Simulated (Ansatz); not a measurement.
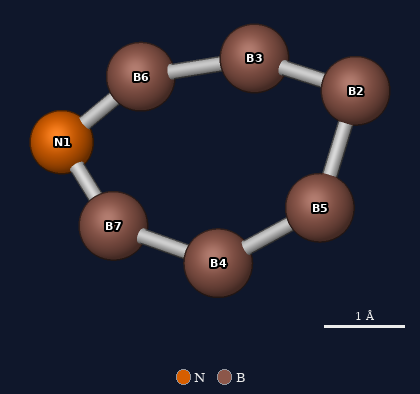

Fig. 1: The input geometry (ball-and-stick view, seen at a tilt; atoms are numbered from 1 in the order of the input). Bond lengths as drawn: B–B 1.52 to 1.60 Å and B–N 1.34 Å.

# Single-point calculation of B₆N

The run: single-point calculation of B₆N, multiplicity 2. Method and program: UKS PBE0-D4/def2-TZVP (Ansatz 0.2.0).

The geometry comes from this level: B3LYP-D4/def2-SVP.

The input:
```yaml
crystal:
  periodic: [false, false, false]
  atoms:
    - {symbol: N, position_ang: [-1.934746, 0.800228, 0.150604]}
    - {symbol: B, position_ang: [2.148820, 0.080042, -0.088836]}
    - {symbol: B, position_ang: [0.903345, 0.942267, 0.036280]}
    - {symbol: B, position_ang: [-0.233340, -1.405658, -0.103504]}
    - {symbol: B, position_ang: [1.299075, -1.192188, -0.154143]}
    - {symbol: B, position_ang: [-0.670575, 1.240450, 0.130170]}
    - {symbol: B, position_ang: [-1.512578, -0.465140, 0.029418]}
basis:
  gaussian: {orbitals: def2-TZVP, initial_orbitals: start.molden}
magnetization: {spin_polarized: true, initial_magnetization: 1}
hamiltonian: {xc: pbe0, dispersion: d4}
scf: {omitted_lower_state_checks: [starts]}
output: {orbitals: {seedname: orbitals}}
```

Hardware: 4 threads of Arm Neoverse V1, 23 GiB of memory available, shared host.

Run as:
```bash
ansatz run in.yaml --threads 4 --pin off --events-out ev --progress --plain --max-ram 4787MiB
```

What the program printed:
```
Functional definition: PBE0
  name "PBE0"
  cite "Adamo & Barone, J. Chem. Phys. 110, 6158 (1999) doi:10.1063/1.478522"
  cite "Perdew, Burke & Ernzerhof, Phys. Rev. Lett. 77, 3865 (1996) doi:10.1103/PhysRevLett.77.3865"
  parent pbe
  parameter a = 0.25
  parameter kappa = 0.804
  parameter beta = 0.06672455060314922
  exchange = (1 - a)*pbe_x(kappa = kappa, mu = beta*pi^2/3) + a*exact_x
  correlation = pbe_c(beta = beta)
these checks for a lower state are left out or cut short: starts
1169 factors; their error is unknown
mean field evaluation 1: about -5532.2932 eV, gradient 7.3e1 eV
mean field evaluation 2: about -5535.2231 eV, gradient 2.6e0 eV
mean field evaluation 4: about -5535.2715 eV, gradient 2.6e-1 eV
mean field evaluation 8: about -5535.2722 eV, gradient 1.3e-4 eV
mean field -5535.27220542 eV, -203.4175016069 hartree, gradient 9.7e-6 eV, S^2 0.795082; 0 other end points of the search recorded, 0 dependent functions left out
reference -5535.27223728 eV, -203.4175027779 hartree; 19, 18 occupied and 198, 199 virtual orbitals, 1169 factors
Total energy: -5535.49658786 eV, -203.4257475093 hartree
Checks for a lower state left out: starts
```

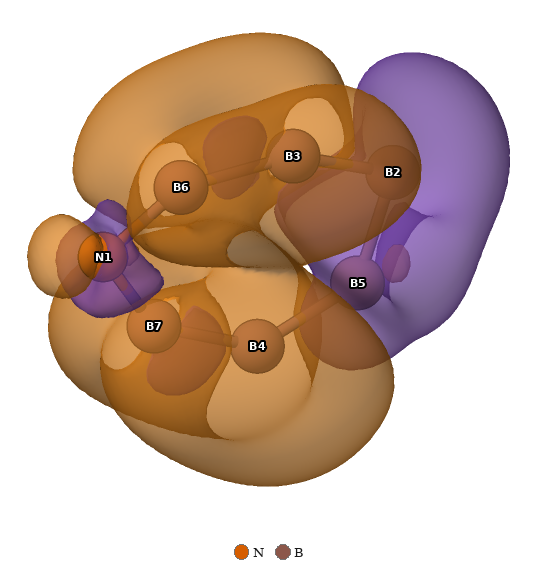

Fig. 2: Isosurfaces of the spin density at +0.004 (orange) and −0.004 e/Å³ (purple), seen at a tilt. The unpaired spin (1 electron) lies mostly on B4 (about 0.4), B7 (about 0.2), B3 (about 0.2) and B6 (about 0.2), in electrons by Hirshfeld's partition, with opposite, polarisation-induced spin on B2.

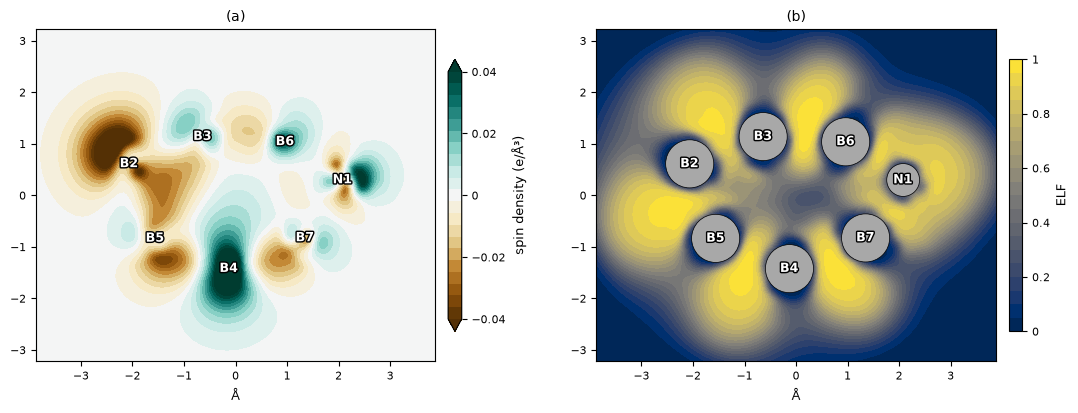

Fig. 3: (a) spin density (α minus β); (b) electron localisation function on the molecular plane. Grey discs, where drawn, cover atomic cores. The section cuts through N and B sites. B–B (1.52 Å): the ELF peaks at about 0.90 between the atoms (a covalent bond). B–B (1.59 Å): the ELF peaks at about 0.95 between the atoms, which marks localised, shared-pair bonding. The unpaired spin (1 electron) lies mostly on B4 (about 0.4), B7 (about 0.2), B3 (about 0.2) and B6 (about 0.2), in electrons by Hirshfeld's partition, with opposite, polarisation-induced spin on B2.

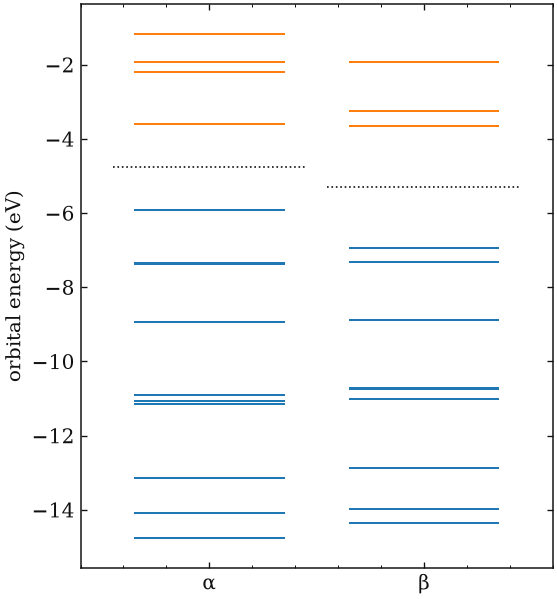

Fig. 4: Orbital energies near the frontier for α and β spins; the dotted line parts filled from empty levels, and levels within 0.02 eV of each other stand side by side. α: highest filled −5.91 eV, lowest empty −3.60 eV, 2.31 eV apart; β: highest filled −6.95 eV, lowest empty −3.66 eV, 3.29 eV apart.

Key numbers:

- outcome: converged
- total energy: −5535.4966 eV
- mean-field energy: −5535.2722 eV
- dispersion energy: −0.2244 eV
- ⟨S²⟩: 0.795
- SCF solution under orbital rotations: stable
- HOMO (either spin): −5.91 eV
- LUMO (either spin): −3.66 eV
- wall time: 6.5 s (CPU time 25 s)
- peak memory: 0.63 GiB
